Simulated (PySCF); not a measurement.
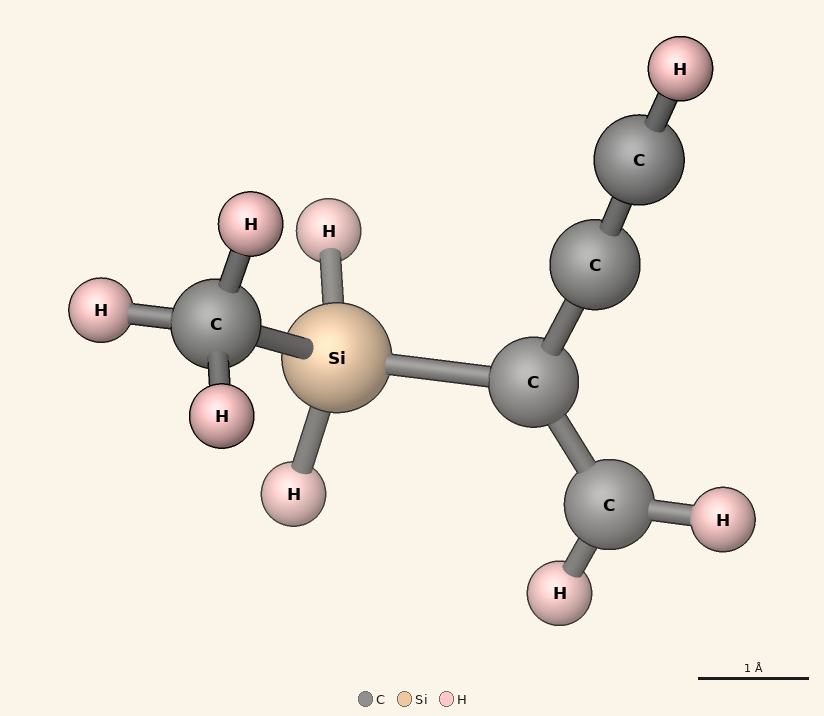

Distant atoms are faded towards the background colour. Computed geometry: PBE0-D3(BJ)/def2-SVP optimisation. No frequency run is at hand to confirm it as a minimum. Masses are those of the most abundant isotopes; constants are for the rigid equilibrium geometry.

What kind of rotor is it, and what are its rotational constants in GHz?

Answer. An asymmetric top (C1): A = 3.67, B = 2.14, C = 1.52 GHz. Ray's parameter κ is −0.42, nearer the prolate limit.
